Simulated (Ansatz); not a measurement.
# HF/STO-3G run of [CF3]+ (SMILES F[C+](F)F)

Aim: the vertical ionisation energy of [CF3]+ at HF/STO-3G, from 2 runs. 

The results are computed with Ansatz 0.2.0.

2 further runs of the same task are left out: 2 set aside as unsound or not needed.

## Step 1: Starting point

[CF3]+: 4 atoms, total charge +1, spin state singlet. As SMILES, `F[C+](F)F`. Geometry: relaxed at PBE0-D4/def2-TZVP.

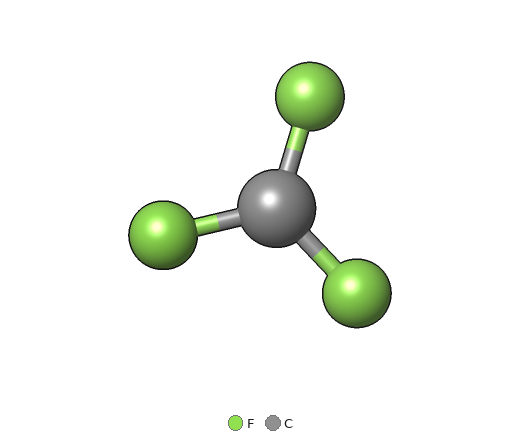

The structure, seen from a chosen angle (fluorine green, carbon grey).

## Step 2: A single-point energy at HF/STO-3G

Input file molecule.yaml:

```yaml
crystal:
  periodic: [false, false, false]
  atoms:
    - symbol: F
      position_ang: [0.698600, -0.114600, 1.005400]
    - symbol: C
      position_ang: [0.000000, 0.000000, -0.000000]
    - symbol: F
      position_ang: [-0.609500, -0.973400, -0.439400]
    - symbol: F
      position_ang: [-0.089000, 1.088000, -0.566000]
basis:
  gaussian:
    orbitals: STO-3G
total_charge: 1
hamiltonian:
  xc: hf
accuracy: high
output: {orbitals: {seedname: orbitals}}
```

Run with:

```console
$ ansatz run molecule.yaml --threads 1 --pin off --max-ram 3480MiB --events-out events.jsonl --progress --plain --runs-dir runs
```

Standard output:

```text
Warning: RAYON_NUM_THREADS=1 ignored (pool sized by the plan → 1); use --threads N
Functional definition: HF
  name "HF"
  exchange = exact_x
  correlation = 0
369 factors; integrals over basis functions are off by at most 3.3e-8 eV
mean field evaluation 1: about -9007.4407 eV, gradient 4.1e1 eV
mean field evaluation 2: about -9007.5487 eV, gradient 4.2e1 eV
mean field evaluation 4: about -9012.7052 eV, gradient 1.4e0 eV
mean field evaluation 8: about -9012.7097 eV, gradient 3.5e-4 eV
mean field -9012.70965429 eV, -331.2109707610 hartree, gradient 1.1e-8 eV, S^2 0.000000; 0 other end points of the search recorded, 0 dependent functions left out
reference -9012.70965429 eV, -331.2109707610 hartree; 16, 16 occupied and 4, 4 virtual orbitals, 369 factors
Total energy: -9012.70965429 eV, -331.2109707610 hartree
```

Run time: 0.1 s. Hardware: 1 thread of Arm Neoverse V1, shared host.

## Step 3: Doublet [CF3]2+

molecule.yaml, as its differences from that of step 2:

```diff
@@ -12,7 +12,6 @@
 basis:
-  gaussian:
-    orbitals: STO-3G
-total_charge: 1
-hamiltonian:
-  xc: hf
+  gaussian: {orbitals: STO-3G}
+total_charge: 2
+magnetization: {spin_polarized: true, initial_magnetization: 1}
+hamiltonian: {xc: hf}
 accuracy: high
```

Run with:

```console
$ ansatz run molecule.yaml --threads 1 --pin off --max-ram 3480MiB --events-out events.jsonl --progress --plain --runs-dir runs
```

Standard output, shortened:

```text
Warning: RAYON_NUM_THREADS=1 ignored (pool sized by the plan → 1); use --threads N
[... 2 set-up lines as earlier in the session ...]
[...]
369 factors; integrals over basis functions are off by at most 3.3e-8 eV
[...]
mean field -8989.59792070 eV, -330.3616302175 hartree, gradient 3.6e-8 eV, S^2 1.054033; 7 other end points of the search recorded, 0 dependent functions left out
reference -8989.59792070 eV, -330.3616302175 hartree; 16, 15 occupied and 4, 5 virtual orbitals, 369 factors
Total energy: -8989.59792070 eV, -330.3616302175 hartree
```

It took 0.54 s on 1 thread of Arm Neoverse V1, shared host.

## Step 4: Outcome

Level: HF/STO-3G.

```
                                            quantity          value
                        singlet [CF3]+: total energy  -331.21097 Eh
                         singlet [CF3]+: HOMO energy      -25.20 eV
                         singlet [CF3]+: LUMO energy       -4.47 eV
                       singlet [CF3]+: HOMO–LUMO gap       20.73 eV
                       doublet [CF3]2+: total energy  -330.36163 Eh
 doublet [CF3]2+: HOMO energy (highest over α and β)      -33.17 eV
  doublet [CF3]2+: LUMO energy (lowest over α and β)      -21.05 eV
                               doublet [CF3]2+: ⟨S²⟩          1.054
vertical ionisation energy (to the doublet dication)      23.112 eV
```

Removing an electron at fixed nuclei costs 23.11 eV (533 kcal/mol). The negative HOMO energy of the first species, 25.20 eV, lies 2.09 eV above that difference. In a minimal basis such a difference can be off by several eV, whatever the method. ⟨S²⟩ (doublet [CF3]2+) is 1.05 where a pure doublet has 0.75: the reference is spin-contaminated.
